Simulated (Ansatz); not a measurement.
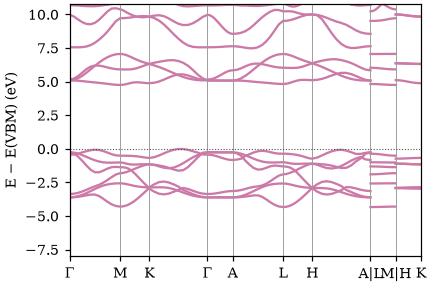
Figure: Band structure from PBE (plane waves, PAW; program Ansatz)

Read off the gap and where the band edges lie.

About 4.8 eV (4.76 eV by a search for the band edges); maximum on the K–Γ line, 54 % of the way from K, minimum at M.

The material is HfO₂ (CdI2 type, space group No. 164).

Space group P-3m1 (CdI2 type). A made-up cell: these elements were put on the sites of a structure type; neither database checked (COD, Materials Project) lists it. It is not the phase usual at ambient conditions (space group No. 14, 29). The PBE relaxation kept the symmetry of its start; its stability against distortions is not shown here. The run is not spin-polarised. A crystal of weakly bound layers computed without a dispersion correction: the cell and the soft elastic constants depend strongly on that. Spin–orbit coupling is left out wherever it is not named.

Potentials: the later of the program's two PAW sets.
